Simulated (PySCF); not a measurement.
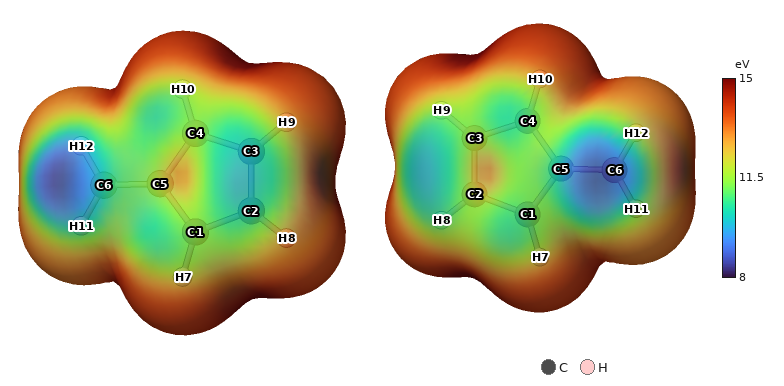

Figure 1: C6H6, triplet, SMILES `[CH]1C=C[CH]C1=C`. Average local ionisation energy on the surface of electron density 0.001 a.u. (back view left, front view right).

Level of theory: M06-2X/cc-pVDZ (PySCF), at a geometry from GFN2-xTB. No frequency check shows the geometry to be a minimum. The stability of the open-shell solution wasn't checked. GFN2-xTB doesn't know the spin state, so this open-shell geometry is rough.

Geometry (Å), atoms numbered from 1:

```
C1       0.0945    1.1320    0.0000
C2       1.4619    0.6813    0.0000
C3       1.4619   -0.6813    0.0000
C4       0.0945   -1.1320    0.0000
C5      -0.7673    0.0001    0.0000
C6      -2.1448   -0.0001    0.0000
H7      -0.2212    2.1588    0.0000
H8       2.3173    1.3307    0.0000
H9       2.3174   -1.3307    0.0000
H10     -0.2211   -2.1588    0.0000
H11     -2.6982    0.9199    0.0000
H12     -2.6982   -0.9200    0.0000
```

**Where are the most loosely bound electrons on this surface?**

The lowest value is 8.6 eV, off the molecular plane, over C6 (2.0 Å), and at like points elsewhere. Further minima include 9.9 eV, off the C2–C3 bond (2.1 to 2.2 Å from its atoms), and at like points elsewhere; 10.5 eV, off the molecular plane, over C4 (2.0 Å), and at like points elsewhere. For comparison, the highest occupied orbital lies at −5.4 eV.

**What volume does the surface enclose, and what is the dipole moment?**

About 118 Å³; the dipole moment is 0.7 D.
